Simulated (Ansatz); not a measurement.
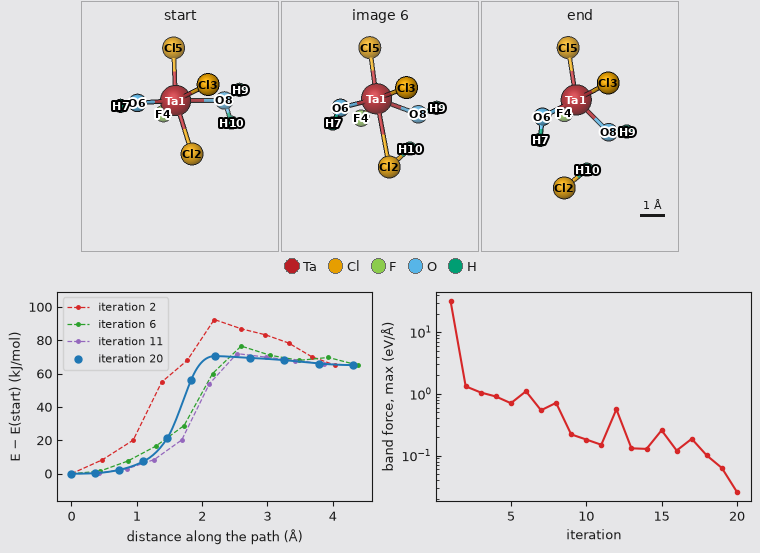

A nudged-elastic-band calculation for TaH₃O₂Cl₃F. Images are numbered from 0 (start) to 10 (end). The plot follows the band through its iterations. Style: ball-and-stick. Shown at a tilt.

Computed with Ansatz 0.2.0, RKS PBE-D4/def2-SVP. Settings: 9 movable images; climbing image; force threshold 0.03 eV/Å; iteration limit 60; starting path by straight interpolation.

Judge this run.

The run is converged, with reservations. The band converged in 20 iterations. The largest component of the band force went from 32 to 0.026 eV/Å. The climbing image converged on the top of the path. Its curvatures weren't checked. The straight starting path can push atoms close together and costs iterations. The first iteration put the highest image at 454.6 kJ/mol. Forward barrier 70.5 kJ/mol, backward barrier 5.4 kJ/mol, with image 6 at the top; the reaction energy is +65.1 kJ/mol.

Cost: 7.5 min on 4 threads of Arm Neoverse V2 (shared host), peak memory 0.23 GiB.
